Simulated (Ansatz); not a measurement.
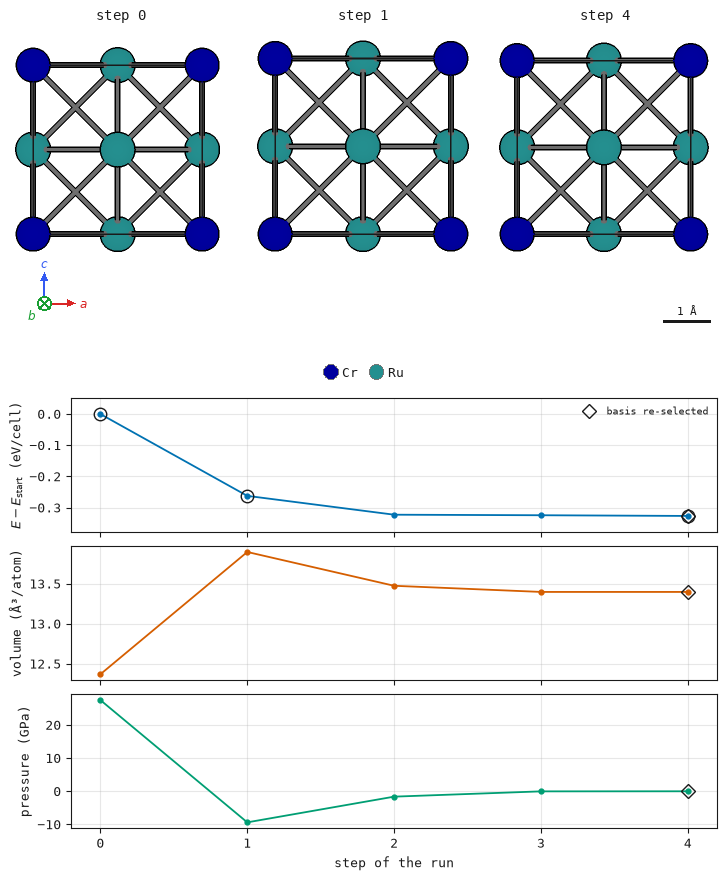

Frames of a relaxation of solid CrRu$_{3}$ (built on the Cu3Au (L1_2)_221 type) (coarse preliminary run), marked on the history of the run. A ball-and-stick model of the cell of the calculation, seen along the b axis.

Case: Cu3Au (L1_2) type (Pm-3m, No. 221).

Computed with DFT PBE, scalar-relativistic, plane waves, PAW (Ansatz 0.2.0).

Input file:
```yaml
crystal:
  lattice:
    - [3.6711904478, 0.0, 0.0]
    - [0.0, 3.6711904478, 0.0]
    - [0.0, 0.0, 3.6711904478]
  atoms:
    - { symbol: Cr, position: [0.0, 0.0, 0.0], spin: 0.22 }
    - { symbol: Ru, position: [0.0, 0.5, 0.5] }
    - { symbol: Ru, position: [0.5, 0.0, 0.5] }
    - { symbol: Ru, position: [0.5, 0.5, 0.0] }
basis:
  ecutwfc: 420
kpoints:
  mp_grid: { grid: [6, 6, 6] }
hamiltonian:
  xc: pbe
scf:
  occupations: { method: gaussian, width: 0.1 }
  lower_state_search: "off"
output:
  forces: true
  stress: true
  eigenvalues: true
  populations: true
magnetization:
  spin_polarized: true
relax:
  adjacent_minimum: "off"
  f_tol: 0.04
  max_steps: 70
  cell: { stress_tol: 0.4 }
```

Launched with:
```bash
ansatz run input.yaml --threads 1 --pin off --max-ram 2560MiB --backend cpu --events-out ev --progress --plain --runs-dir out
```

**What happens along the run?**

The atoms keep their places relative to the cell (all moves are under 0.005 Å). Cell: a = b = c 3.671 → 3.770 Å (+2.7 %). Volume +8.3 %. Some distances before and after: Ru2–Ru3 2.596 → 2.666 Å, Cr1–Ru2 2.596 → 2.666 Å. The space group stays Pm-3m (No. 221). The energy falls by 0.326 eV per cell of the calculation in 3 accepted moves (4 points after the start). All forces vanish by symmetry, so only the cell relaxes. The pressure goes from 27.52 to 0.01 GPa. At 1 point the geometry stayed and the basis and grid were re-selected for the new cell (energy shift of 2.2 meV per cell of the calculation at most each time). Cost: 50 s on 1 thread of Arm Neoverse V1, with other jobs on the host, peak memory 0.36 GiB. From step 0 to 1: volume +12.3 %, energy −0.262 eV per cell of the calculation. From step 1 to 4: volume −3.6 %, energy −64.3 meV per cell of the calculation.

| step | E − E(0), meV/atom | pressure, GPa | volume, Å³/atom | note |
| --- | --- | --- | --- | --- |
| 0 | 0.00 | 27.52 | 12.370 |  |
| 1 | -65.53 | -9.37 | 13.897 |  |
| 2 | -80.61 | -1.61 | 13.475 |  |
| 3 | -81.05 | -0.02 | 13.398 |  |
| 4 | -81.61 | 0.01 | 13.398 | same geometry, new basis |
